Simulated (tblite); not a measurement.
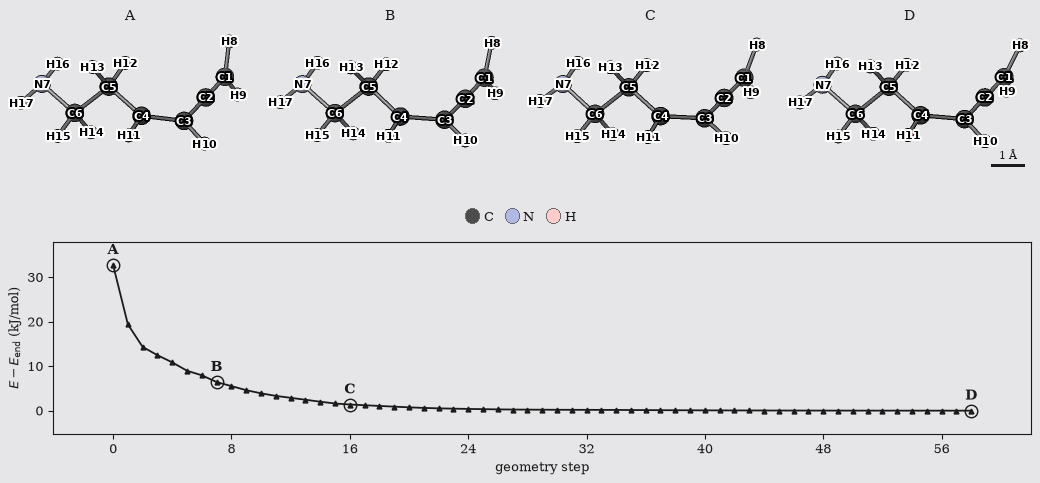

Frames of a relaxation of C$_{6}$H$_{10}$N (multiplicity 2), marked on the history of the run. A ball-and-stick model, seen from a free direction.

Theory: GFN2-xTB geometry optimisation, gas phase in tblite 0.8.0. 

### What happens along the run?

The atom that moves furthest after the best rigid fit is H8 (0.38 Å). By element the largest moves are H 0.38 Å, C 0.06 Å, N 0.03 Å. Some distances before and after: C2–C3 1.433 → 1.343 Å, C3–C4 1.331 → 1.382 Å, C4–H11 1.098 → 1.079 Å, C6–N7 1.469 → 1.454 Å. Among the angles between lasting bonds that change: N7–C6–H14 108.8° → 113.5°, C3–C4–C5 127.9° → 123.7°, H8–C1–H9 118.4° → 115.0°. After 58 geometry steps the energy has fallen by 32.7 kJ/mol. The run took 0.2 s on 1 thread of AMD EPYC 9R45 96-Core Processor, with other jobs on the host. From step 0 to 7: H10 moves most (0.10 Å), energy −26.3 kJ/mol. From step 7 to 16: H8 moves most (0.18 Å), energy −5.04 kJ/mol. From step 16 to 58: H9 moves most (0.13 Å), energy −1.38 kJ/mol.

| step | E − E(0), kJ/mol |
| --- | --- |
| 0 | 0.00 |
| 1 | -13.34 |
| 2 | -18.41 |
| 3 | -20.26 |
| 4 | -21.88 |
| 5 | -23.76 |
| 6 | -24.79 |
| 7 | -26.30 |
| 8 | -27.21 |
| 9 | -28.12 |
| 10 | -28.83 |
| 13 | -30.27 |
| 15 | -31.11 |
| 18 | -31.66 |
| 20 | -31.98 |
| 23 | -32.28 |
| 25 | -32.39 |
| 28 | -32.50 |
| 30 | -32.53 |
| 33 | -32.55 |
| 35 | -32.58 |
| 38 | -32.63 |
| 40 | -32.65 |
| 43 | -32.68 |
| 45 | -32.70 |
| 48 | -32.71 |
| 50 | -32.71 |
| 53 | -32.72 |
| 55 | -32.72 |
| 58 | -32.73 |
